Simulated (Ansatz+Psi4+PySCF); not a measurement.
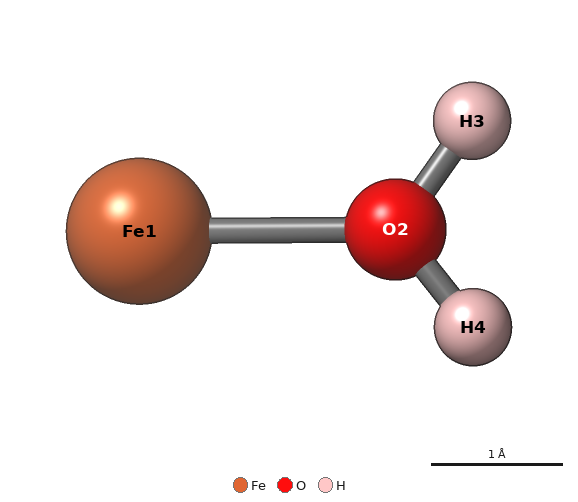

The picture comes from a calculation with Ansatz+Psi4+PySCF.

Orthographic view. Depth is shown by fading: the farther an atom, the more it takes the colour of the background. Charge +2, quintet. Geometry: a fixed input geometry, not necessarily a minimum. Other spin states may lie lower.

Write a Z-matrix (Å, degrees) in the order of the atom numbers, with these reference atoms: 2 to 1; 3 to 2, 1; 4 to 2, 3, 1.

```
Fe 
O    1   1.984
H    2   1.017   1   124.9
H    2   0.971   3   106.3   1   178.9
```
